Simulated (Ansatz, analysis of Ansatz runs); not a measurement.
# A hop of O in VPO5 (Cc), charge 0

Wanted: path and barrier of a jump of O in VPO5 (Cc) at charge 0. The case: V_O hop (2.7 Å), in a cell of 28 host atoms with 1 O taken out.

Program: Ansatz 0.2.0. Level of theory: plane-wave PAW DFT, PBEsol; nudged elastic band between two relaxed defect structures. Results are calculated unless marked as measured.

## (1) The structure

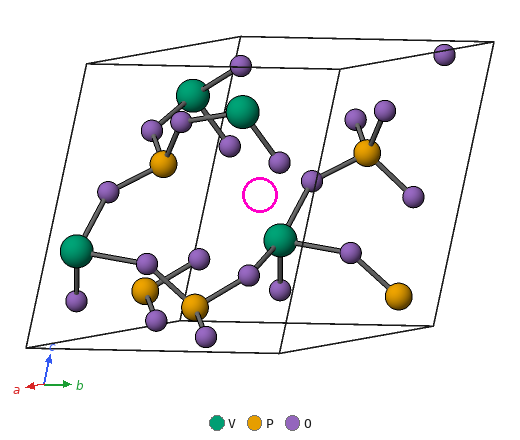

Start, viewed slightly off an axis; vanadium teal, phosphorus orange, oxygen purple. A ring marks the middle of the ideal hop wherever no atom is near it. Bonds to atoms that aren't drawn are left out. Some periodic images of atoms are drawn too.

The cell holds 27 atoms: 4 V, 4 P and 19 O. Its edges and angles: a = 7.231 Å, b = 7.011 Å, c = 7.268 Å, α = 90.0°, β = 116.4°, γ = 90.0°. It derives from VPO5 (space group Cc). Nearest the centre at fractional (0.225, 0.621, 0.622): O20 at 1.33 Å, V1 at 1.36 Å, O24 at 2.35 Å, O27 at 2.45 Å, P6 at 2.48 Å, P5 at 2.84 Å, O16 at 2.92 Å, O14 at 2.93 Å.

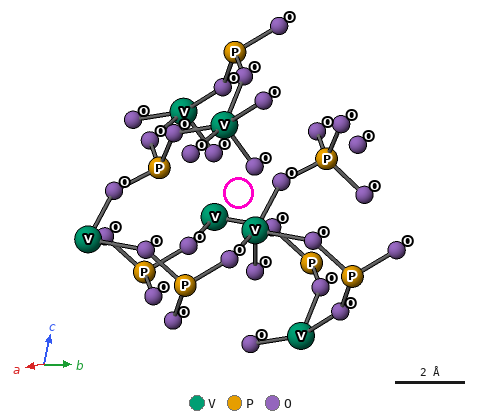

The atoms within 5 Å of the centre. A ring marks the middle of the ideal hop wherever no atom is near it. Bonds to atoms that aren't drawn are left out.

The cell's shortest repeat is 7.0 Å.

## (2) Relaxation of the start point, charge 0

The ends come first: from an unrelaxed start the top is counted from too high an energy, and the barrier comes out too low. Small random displacements break the symmetry of the ideal sites, so that the defect can distort if it gains by it.

File q0.start/input.yaml:

```yaml
crystal:
  lattice:
    - [7.23135339, 0.0, 0.0231586]
    - [0.0, 7.01126236, 0.0]
    - [-3.25407702, 0.0, 6.49855959]
  atoms:
    - { symbol: V, position: [0.21312115, 0.73240501, 0.46333313] }
    - { symbol: V, position: [0.71312115, 0.23240501, 0.46333313] }
    - { symbol: V, position: [0.21312115, 0.26759499, 0.96333313] }
    - { symbol: V, position: [0.71312115, 0.76759499, 0.96333313] }
    - { symbol: P, position: [0.00339034, 0.87804222, 0.75278919] }
    - { symbol: P, position: [0.50339034, 0.37804222, 0.75278919] }
    - { symbol: P, position: [0.00339034, 0.12195778, 0.25278919] }
    - { symbol: P, position: [0.50339034, 0.62195778, 0.25278919] }
    - { symbol: O, position: [0.16707508, 0.00785609, 0.91924169] }
    - { symbol: O, position: [0.66707508, 0.50785609, 0.91924169] }
    - { symbol: O, position: [0.83512307, 0.99841618, 0.58409146] }
    - { symbol: O, position: [0.33512307, 0.50158382, 0.08409146] }
    - { symbol: O, position: [0.83512307, 0.00158382, 0.08409146] }
    - { symbol: O, position: [0.16707508, 0.99214391, 0.41924169] }
    - { symbol: O, position: [0.66707508, 0.49214391, 0.41924169] }
    - { symbol: O, position: [0.4076997, 0.75104599, 0.35851963] }
    - { symbol: O, position: [0.9076997, 0.25104599, 0.35851963] }
    - { symbol: O, position: [0.11137933, 0.25251068, 0.16203188] }
    - { symbol: O, position: [0.61137933, 0.75251068, 0.16203188] }
    - { symbol: O, position: [0.11137933, 0.74748932, 0.66203188] }
    - { symbol: O, position: [0.61137933, 0.24748932, 0.66203188] }
    - { symbol: O, position: [0.4076997, 0.24895401, 0.85851963] }
    - { symbol: O, position: [0.9076997, 0.74895401, 0.85851963] }
    - { symbol: O, position: [0.01747533, 0.65899674, 0.267993] }
    - { symbol: O, position: [0.51747533, 0.15899674, 0.267993] }
    - { symbol: O, position: [0.01747533, 0.34100326, 0.767993] }
    - { symbol: O, position: [0.51747533, 0.84100326, 0.767993] }
basis:
  ecutwfc: 420
  xc_grid: 2
hamiltonian:
  xc: pbesol
kpoints:
  mp_grid: { grid: [1, 1, 1] }
scf:
  occupations: { method: fixed }
  max_iter: 60
output:
  forces: true
relax:
  f_tol: 0.02
  max_steps: 70
  random_displacement: { amplitude: 0.03, seed: 6192 }
```

Started as:

```
$ ansatz run input.yaml --threads 4 --pin off --max-ram 7536MiB --backend cpu --events-out ev --progress --plain --runs-dir out
```

Numbers of over 12 decimals in the logs are rounded to 6 here.

What it wrote:

```text
[... repeated set-up lines and file paths are left out, and long positions are rounded to six places ...]
The last accepted step is kept in <dir> (removed where the run ends without a failure and the disk answers)
Engine: ansatz 0.2.0, aarch64-unknown-linux-gnu
Pseudopotentials: kind: paw
Pseudopotential: V, paw, valence charge 13, recommended cutoff 420 eV (normal), V.paw.azcp
Pseudopotential: P, paw, valence charge 5, recommended cutoff 420 eV (normal), P.paw.azcp
Pseudopotential: O, paw, valence charge 6, recommended cutoff 420 eV (normal), O.paw.azcp
Functional definition: PBEsol
  exchange = pbesol_x
  correlation = pbesol_c
Crystal: 27 atoms, lattice volume = 330.011 Å³
Basis set: ecut = 420 eV, 6445 PW (Γ), exchange–correlation on 100×96×100 points (8 copies of the dense FFT grid, shifted against one another)
Bands: 120, of which v1, the nominal top of the filled ones, is band 93 counted from 1 (92 counted from 0)
Symmetry: 1 space group operations
k-points: 1
Non-local potential: V, projectors of the file, l = 0: 3, l = 1: 2, l = 2: 3, l = 3: 1
Non-local potential: P, projectors of the file, l = 0: 2, l = 1: 2, l = 2: 2
Non-local potential: O, projectors of the file, l = 0: 2, l = 1: 2, l = 2: 1
PAW form: soft (Blöchl's): semilocal exchange-correlation on the pseudo side does not see the compensation charge
PAW frozen core: V, regenerated for the run's functional, and the local potential with it (the file was generated under x = pbe(κ = 0.804, μ = 0.219515), c = pbe(β = 0.066725))
PAW frozen core: P, regenerated for the run's functional, and the local potential with it (the file was generated under x = pbe(κ = 0.804, μ = 0.219515), c = pbe(β = 0.066725))
PAW frozen core: O, regenerated for the run's functional, and the local potential with it (the file was generated under x = pbe(κ = 0.804, μ = 0.219515), c = pbe(β = 0.066725))
PAW one-centre angular grid: V, 590 points (default); XC on 64 Gauss nodes
PAW one-centre angular grid: P, 110 points (default); XC on 64 Gauss nodes
PAW one-centre angular grid: O, 110 points (default); XC on 64 Gauss nodes
Initial density: superposition of atomic densities (neutral atoms: chi_scale 0, normalization atom), corrected by the library's trained network
Initial wavefunctions: pseudopotential atomic-orbital guess
Functional: x = pbesol(κ = 0.804, μ = 0.123457), c = pbesol(β = 0.046)
SCF iter   1: F=—  HF=-25168.384723 eV  |F-HF|=—  |Δ(HF+E_count)|=         —  Δρ=1.69e-2  dr2=8.47e-1  ethr=1.77e-3  ⟨swp⟩=5.0  Hψ=429  notcnv=0  defer=25
preconditioner: auto → Resta (q_TF=auto, 2.480 Å⁻¹)  ε∞=5.6  [insulator: Δε(μ)=0.666 eV  Ē_g=11.879 eV  n_scr=74 (ndim 8)  ℏωp=25.4 eV  f_vac=0.129  ε∞_Penn≈5.6]
SCF iter   2: F=—  HF=-25168.256778 eV  |F-HF|=—  |Δ(HF+E_count)|=   1.28e-1  Δρ=1.31e-2  dr2=6.51e-1  ethr=4.55e-4  ⟨swp⟩=2.0  Hψ=189  notcnv=0  defer=25
SCF iter   3: F=—  HF=-25168.210877 eV  |F-HF|=—  |Δ(HF+E_count)|=   4.59e-2  Δρ=8.31e-3  dr2=2.91e-1  ethr=3.50e-4  ⟨swp⟩=3.0  Hψ=161  notcnv=0  defer=21
automatic band count: iteration 3 solves 116 bands in place of 120: the levels show a gap, and the empty bands left out lie too high to hold charge; the band table lists the bands solved (type scf.n_extra_bands for more)
SCF iter   4: F=—  HF=-25168.186817 eV  |F-HF|=—  |Δ(HF+E_count)|=   2.41e-2  Δρ=3.37e-3  dr2=4.60e-2  ethr=1.57e-4  ⟨swp⟩=2.0  Hψ=124  notcnv=0  defer=21
SCF iter   5: F=—  HF=-25168.183106 eV  |F-HF|=—  |Δ(HF+E_count)|=   3.71e-3  Δρ=2.73e-3  dr2=3.70e-2  ethr=2.48e-5  ⟨swp⟩=3.0  Hψ=163  notcnv=0  defer=21
SCF iter   6: F=—  HF=-25168.179780 eV  |F-HF|=—  |Δ(HF+E_count)|=   3.33e-3  Δρ=8.62e-4  dr2=3.60e-3  ethr=1.99e-5  ⟨swp⟩=2.0  Hψ=142  notcnv=0  defer=21
SCF iter   7: F=—  HF=-25168.179513 eV  |F-HF|=—  |Δ(HF+E_count)|=   2.67e-4  Δρ=5.09e-4  dr2=1.04e-3  ethr=1.94e-6  ⟨swp⟩=2.0  Hψ=125  notcnv=0  defer=21
SCF iter   8: F=—  HF=-25168.179533 eV  |F-HF|=—  |Δ(HF+E_count)|=   2.07e-5  Δρ=2.54e-4  dr2=2.31e-4  ethr=5.62e-7  ⟨swp⟩=3.0  Hψ=151  notcnv=0  defer=21
SCF iter   9: F=—  HF=-25168.179601 eV  |F-HF|=—  |Δ(HF+E_count)|=   6.82e-5  Δρ=1.26e-4  dr2=6.73e-5  ethr=1.24e-7  ⟨swp⟩=2.0  Hψ=156  notcnv=0  defer=21
SCF iter  10: F=—  HF=-25168.179618 eV  |F-HF|=—  |Δ(HF+E_count)|=   1.64e-5  Δρ=8.34e-5  dr2=2.72e-5  ethr=3.62e-8  ⟨swp⟩=3.0  Hψ=160  notcnv=0  defer=21
SCF iter  11: F=-25168.179624 eV  HF=-25168.179623 eV  |F-HF|=1.84e-6  |Δ(HF+E_count)|=   4.76e-6  Δρ=4.21e-5  dr2=7.13e-6  ethr=5.38e-9  ⟨swp⟩=3.0  Hψ=380  notcnv=0
SCF 1 converged in 11 iterations: F = -25168.179624 eV  dr2 = 7.13e-6
  greatest PAW one-centre occupation: 1.000 electrons in one spin orbital (limit 2), on the V atom at site 1 (counted from 0), in its partial waves of l = 0
relax step   1: F+E_penalty+E_count = -25168.17962442 eV  Δ(F+E_penalty+E_count) = +0.000e0 eV  max|allowed force component| = 2.408e0 eV/Å  Δτ_max = 0.0000 Å  (11 SCF iters, dr2 threshold 1.00e-5 eV, accepted)
[... the SCF cycles and remarks between the steps are left out from here to the last step ...]
relax step   2: F+E_penalty+E_count = -25168.75244673 eV  Δ(F+E_penalty+E_count) = -5.728e-1 eV  max|allowed force component| = 1.651e0 eV/Å  Δτ_max = 0.1293 Å  (9 SCF iters, dr2 threshold 1.00e-4 eV, accepted)
relax step   3: F+E_penalty+E_count = -25169.16049521 eV  Δ(F+E_penalty+E_count) = -4.080e-1 eV  max|allowed force component| = 4.216e-1 eV/Å  Δτ_max = 0.1948 Å  (9 SCF iters, dr2 threshold 1.00e-4 eV, accepted)
relax step   4: F+E_penalty+E_count = -25169.20813963 eV  Δ(F+E_penalty+E_count) = -4.764e-2 eV  max|allowed force component| = 3.679e-1 eV/Å  Δτ_max = 0.0690 Å  (8 SCF iters, dr2 threshold 1.16e-5 eV, accepted)
relax step   5: F+E_penalty+E_count = -25169.16841616 eV  Δ(F+E_penalty+E_count) = +3.972e-2 eV  max|allowed force component| = 9.231e-1 eV/Å  Δτ_max = 0.2000 Å  (10 SCF iters, dr2 threshold 8.83e-6 eV, rejected (line search))
relax step   6: F+E_penalty+E_count = -25169.24391547 eV  Δ(F+E_penalty+E_count) = -3.578e-2 eV  max|allowed force component| = 1.446e-1 eV/Å  Δτ_max = 0.0976 Å  (14 SCF iters, accepted)
relax step   7: F+E_penalty+E_count = -25169.24743187 eV  Δ(F+E_penalty+E_count) = -3.516e-3 eV  max|allowed force component| = 7.645e-2 eV/Å  Δτ_max = 0.0189 Å  (7 SCF iters, dr2 threshold 3.23e-6 eV, accepted)
relax step   8: F+E_penalty+E_count = -25169.24964151 eV  Δ(F+E_penalty+E_count) = -2.210e-3 eV  max|allowed force component| = 5.115e-2 eV/Å  Δτ_max = 0.0149 Å  (7 SCF iters, dr2 threshold 9.03e-7 eV, accepted)
relax step   9: F+E_penalty+E_count = -25169.24770761 eV  Δ(F+E_penalty+E_count) = +1.934e-3 eV  max|allowed force component| = 1.186e-1 eV/Å  Δτ_max = 0.0349 Å  (9 SCF iters, dr2 threshold 7.31e-7 eV, rejected (line search))
relax step  10: F+E_penalty+E_count = -25169.25094036 eV  Δ(F+E_penalty+E_count) = -1.299e-3 eV  max|allowed force component| = 2.668e-2 eV/Å  Δτ_max = 0.0175 Å  (11 SCF iters, accepted)
SCF iter   1: F=—  HF=-25169.252441 eV  |F-HF|=—  |Δ(HF+E_count)|=         —  Δρ=1.49e-3  dr2=3.05e-3  ethr=2.00e-5  ⟨swp⟩=3.0  Hψ=215  notcnv=0  defer=21
automatic band count: iteration 1 solves 116 bands in place of 120: the levels show a gap, and the empty bands left out lie too high to hold charge; the band table lists the bands solved (type scf.n_extra_bands for more)
SCF iter   2: F=—  HF=-25169.252041 eV  |F-HF|=—  |Δ(HF+E_count)|=   4.00e-4  Δρ=8.27e-4  dr2=1.05e-3  ethr=1.64e-6  ⟨swp⟩=2.0  Hψ=137  notcnv=0  defer=21
SCF iter   3: F=—  HF=-25169.252204 eV  |F-HF|=—  |Δ(HF+E_count)|=   1.62e-4  Δρ=9.35e-4  dr2=3.54e-3  ethr=5.64e-7  ⟨swp⟩=2.0  Hψ=187  notcnv=0  defer=21  recentre
SCF iter   4: F=—  HF=-25169.251852 eV  |F-HF|=—  |Δ(HF+E_count)|=   3.52e-4  Δρ=1.97e-4  dr2=1.45e-4  ethr=5.64e-7  ⟨swp⟩=2.0  Hψ=187  notcnv=0  defer=21
SCF iter   5: F=—  HF=-25169.251699 eV  |F-HF|=—  |Δ(HF+E_count)|=   1.52e-4  Δρ=6.98e-5  dr2=7.82e-6  ethr=7.82e-8  ⟨swp⟩=2.0  Hψ=138  notcnv=0  defer=21
SCF iter   6: F=—  HF=-25169.251540 eV  |F-HF|=—  |Δ(HF+E_count)|=   1.59e-4  Δρ=6.01e-5  dr2=1.36e-5  ethr=4.21e-9  ⟨swp⟩=3.0  Hψ=196  notcnv=0  defer=21
SCF iter   7: F=—  HF=-25169.251539 eV  |F-HF|=—  |Δ(HF+E_count)|=   7.70e-7  Δρ=2.54e-5  dr2=2.29e-6  ethr=4.21e-9  ⟨swp⟩=2.0  Hψ=186  notcnv=0  defer=21
SCF iter   8: F=—  HF=-25169.251539 eV  |F-HF|=—  |Δ(HF+E_count)|=   1.26e-7  Δρ=6.63e-6  dr2=1.53e-7  ethr=1.23e-9  ⟨swp⟩=2.0  Hψ=160  notcnv=0  defer=21
SCF iter   9: F=-25169.251539 eV  HF=-25169.251539 eV  |F-HF|=6.62e-9  |Δ(HF+E_count)|=   8.59e-8  Δρ=3.46e-6  dr2=4.62e-8  ethr=5.38e-11  ⟨swp⟩=5.0  Hψ=370  notcnv=0
SCF 11 converged in 9 iterations: F = -25169.251539 eV  dr2 = 4.62e-8
relax step  11: F+E_penalty+E_count = -25169.25153913 eV  Δ(F+E_penalty+E_count) = -5.988e-4 eV  max|allowed force component| = 1.668e-2 eV/Å  Δτ_max = 0.0221 Å  (9 SCF iters, accepted)
SCF converged after 9 iterations
Free energy (F): -25169.251539 eV
Harris-Foulkes:  -25169.251539 eV  (|F-HF|=6.62e-9)
Internal energy: -25169.251539 eV  (E = F + TS)
E sigma→0 (E₀):  -25169.251539 eV
Fermi energy:    4.658072 eV
--- Per-component energies (eV) ---
  E_band       = -1732.920004
  E_kinetic    = 4982.717982
  E_local      = -15457.039300  (includes V_loc(G=0)·N_el)
  E_nonlocal   = 842.660608
  E_hartree    = 6026.853932
  E_xc         = -2144.173018
  E_vxc        = -2675.013952  (∫ρ·V_xc dr)
  E_paw        = -9445.902014  (= ΣΔE_a)
  E_vpaw       = -1480.002256  (= ΣTr[D̂ρ^β])
  E_aug_tail   = 0.047498  (compensation charges beyond the density's cutoff)
  E_ewald      = -9975.870798
  E_core_change = 1.453571  (= ΣΔE_core)
  E_smearing   = -0.000000  (= −TS)
  E_closure    = -0.000000  (closes the sum)
  Σ components = -25169.251539   (vs F -25169.251539, Δ=0.00e0)
--- Forces (eV/Å), atoms counted from 1 ---
  atom   1  V      0.00185467    -0.00983808    -0.00603016
  atom   2  V     -0.00120552     0.00403153    -0.00387159
  atom   3  V      0.00495114     0.00501365     0.00247257
  atom   4  V      0.00195533     0.00125844     0.01067885
  atom   5  P     -0.00288948    -0.00052370    -0.00447663
  atom   6  P     -0.00771229     0.00334910    -0.00037933
  atom   7  P      0.00326889    -0.00242090     0.00352248
  atom   8  P      0.00671910    -0.00186662    -0.00725424
  atom   9  O     -0.00011151     0.00072796    -0.00049491
  atom  10  O      0.00209338    -0.00110740    -0.00331083
  atom  11  O     -0.00072521     0.00424791    -0.00319493
  atom  12  O     -0.00295036    -0.00287767    -0.00141133
  atom  13  O     -0.00344390    -0.00070035     0.00136353
  atom  14  O      0.00067040    -0.00129227     0.00020271
  atom  15  O     -0.01473508     0.01221370    -0.00040553
  atom  16  O     -0.00200009     0.00117859     0.00249454
  atom  17  O      0.01141934    -0.01668135     0.00235489
  atom  18  O     -0.00097535    -0.00115523    -0.00307702
  atom  19  O     -0.00073277     0.00007666     0.00213045
  atom  20  O      0.00158735    -0.00098875     0.00292043
  atom  21  O      0.00529538     0.00358064    -0.00375653
  atom  22  O     -0.00159362    -0.00409931     0.00159688
  atom  23  O     -0.00059632    -0.00064842    -0.00214697
  atom  24  O     -0.00023636     0.00430319     0.00484872
  atom  25  O     -0.00050183     0.00331638     0.00379567
  atom  26  O      0.00289259     0.00005401    -0.00133129
  atom  27  O     -0.00243626     0.00089123     0.00260912
  max |Σ_I F_I| component: 1.50e-4 eV/Å
--- Relaxed structure (11 steps of the walk, 9 accepted, 0 SCFs on fresh bases) ---
  F+E_penalty+E_count = -25169.25153913 eV   max|allowed force component| = 1.668e-2 eV/Å
  atoms:
    - { symbol: V, position: [0.238187, 0.736719, 0.481666] }
    - { symbol: V, position: [0.707145, 0.223566, 0.460291] }
    - { symbol: V, position: [0.202498, 0.273645, 0.953465] }
    - { symbol: V, position: [0.707640, 0.767338, 0.957768] }
    - { symbol: P, position: [0.009236, 0.876104, 0.761035] }
    - { symbol: P, position: [0.468614, 0.417385, 0.715356] }
    - { symbol: P, position: [0.005549, 0.119456, 0.253779] }
    - { symbol: P, position: [0.514912, 0.614558, 0.254754] }
    - { symbol: O, position: [0.171445, 0.013725, 0.921787] }
    - { symbol: O, position: [0.657827, 0.514787, 0.911122] }
    - { symbol: O, position: [0.833950, 0.995322, 0.597588] }
    - { symbol: O, position: [0.337584, 0.500805, 0.089584] }
    - { symbol: O, position: [0.838154, -0.001728, 0.085462] }
    - { symbol: O, position: [0.167553, 0.981178, 0.414895] }
    - { symbol: O, position: [0.685952, 0.484208, 0.406238] }
    - { symbol: O, position: [0.435233, 0.733698, 0.385045] }
    - { symbol: O, position: [0.918661, 0.241834, 0.371593] }
    - { symbol: O, position: [0.122123, 0.249360, 0.173263] }
    - { symbol: O, position: [0.613033, 0.756145, 0.162744] }
    - { symbol: O, position: [0.122262, 0.746561, 0.674815] }
    - { symbol: O, position: [0.572820, 0.272129, 0.625027] }
    - { symbol: O, position: [0.366288, 0.282131, 0.816824] }
    - { symbol: O, position: [0.917608, 0.746391, 0.871337] }
    - { symbol: O, position: [0.065645, 0.612718, 0.311301] }
    - { symbol: O, position: [0.523104, 0.144962, 0.259064] }
    - { symbol: O, position: [-0.008216, 0.344160, 0.775581] }
    - { symbol: O, position: [0.510383, 0.836180, 0.757622] }
```

Run time: 16 s. Hardware: 4 threads of Arm Neoverse V1, shared host; peak memory 0.44 GiB; 55 s of CPU time.

Relaxation path:

```
step  energy less that of the first step (eV)  largest force component (eV/Å)
   1                                   0.0000                          2.4079
   2                                  -0.5728                          1.6507
   3                                  -0.9809                          0.4216
   4                                  -1.0285                          0.3679
   5                                  -0.9888                          0.9231
   6                                  -1.0643                          0.1446
   7                                  -1.0678                          0.0765
   8                                  -1.0700                          0.0511
   9                                  -1.0681                          0.1186
  10                                  -1.0713                          0.0267
  11                                  -1.0719                          0.0167
```

Relaxation steps 5, 9 were tried and not accepted.

The atoms that moved most (Å, from the sites as typed, ahead of the random displacement, the mean shift of all atoms taken out):

```
atom      dx      dy      dz  length
 O24   0.202  -0.320   0.282   0.472
 O22  -0.169   0.237  -0.272   0.399
  P6  -0.135   0.281  -0.244   0.396
 O21  -0.163   0.177  -0.242   0.341
 O16   0.108  -0.117   0.173   0.235
 O26  -0.215   0.027   0.048   0.222
 O15   0.174  -0.051  -0.084   0.200
  V1   0.117   0.035   0.119   0.171
```

Final coordinates:

```xyz
27
Lattice="7.2314 0.0000 0.0232 0.0000 7.0113 0.0000 -3.2541 0.0000 6.4986" Properties=species:S:1:pos:R:3 pbc="T T T"
V     0.1550    5.1653    3.1357
V     3.6158    1.5675    3.0076
V    -1.6383    1.9186    6.2008
V     2.0005    5.3800    6.2405
P    -2.4097    6.1426    4.9458
P     1.0609    2.9264    4.6596
P    -0.7857    0.8375    1.6493
P     2.8945    4.3088    1.6675
O    -1.7598    0.0962    5.9943
O     1.7921    3.6093    5.9362
O     4.0860    6.9785    3.9028
O     2.1497    3.5113    0.5900
O     5.7829   -0.0121    0.5748
O    -0.1385    6.8793    2.7001
O     3.6384    3.3949    2.6558
O     1.8944    5.1441    2.5123
O     5.4340    1.6956    2.4361
O     0.3193    1.7483    1.1288
O     3.9035    5.3015    1.0718
O    -1.3118    5.2343    4.3882
O     2.1084    1.9080    4.0750
O    -0.0093    1.9781    5.3167
O     3.8002    5.2331    5.6837
O    -0.5383    4.2959    2.0245
O     2.9397    1.0164    1.6957
O    -2.5832    2.4130    5.0400
O     1.2254    5.8627    4.9353
```

Neighbours of O20 at the end:

```
atom  distance (Å)
  P5         1.530
  V1         1.930
 O23         2.472
  O9         2.508
 O11         2.581
 O14         2.633
 O24         2.658
 O27         2.670
```

Numbers from this step:

- free energy: -25169.2515 eV
- largest move from the ideal geometry of this structure, a common shift of the far atoms taken out: 0.5194 Å

The relaxation gained 1.072 eV and ended with a largest force component of 0.017 eV/Å.

(Continued in part 2 of 4.)

[Logs are printed without paths, hosts, clocks, repeated set-up lines and the standing remarks that a program may print on its own settings, such as how far it seeks lower states.]

[Hosts, paths, dates, database ids (printed as entryN), source tags and the programs' standing remarks are cut or masked in the printed files.]
